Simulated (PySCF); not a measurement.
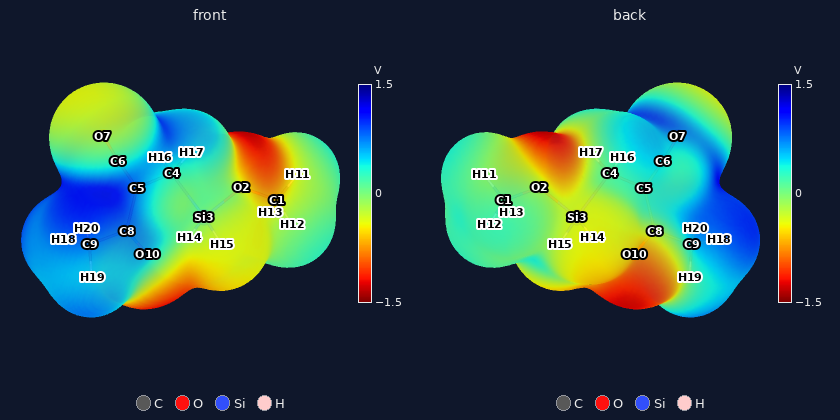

The picture shows: C6H10O3Si (SMILES CO[SiH2]CC(=C=O)C(C)=O). The electrostatic potential painted on the density surface at 0.001 e/bohr³, seen from the front and from behind; the colour scale runs from red (negative) to blue (positive).

Geometry: GFN2-xTB.

Theory: PBE0/pcSseg-1, SCF density, gas phase, non-relativistic in PySCF 2.14.0.

```xyz
20

C    -3.8583   -0.1706   -0.1080
O    -2.5501   -0.5627   -0.3642
Si   -1.2094    0.2684    0.0996
C    -0.0027   -0.9572   -0.7432
C     1.4221   -0.7597   -0.2926
C     2.2803   -1.7076   -0.5582
O     2.9860   -2.5943   -0.8045
C     1.7455    0.4656    0.3987
C     3.1914    0.7192    0.7361
O     0.8701    1.2648    0.6767
H    -4.5283   -0.9697   -0.4272
H    -4.0065    0.0220    0.9577
H    -4.1016    0.7437   -0.6559
H    -1.2861    1.5846   -0.5307
H    -1.2136    0.2554    1.5620
H    -0.0616   -0.8160   -1.8234
H    -0.3260   -1.9773   -0.5435
H     3.6847    1.1484   -0.1356
H     3.2552    1.4358    1.5511
H     3.7040   -0.2014    1.0022
```

Which sites attract a positive test charge, and which a negative one?

A positive charge is drawn to the negative regions and a negative charge to the positive ones. The most negative region (about −1.3 V) lies over O2 and O10, the most positive (about +1.1 V) over C6 and H20.
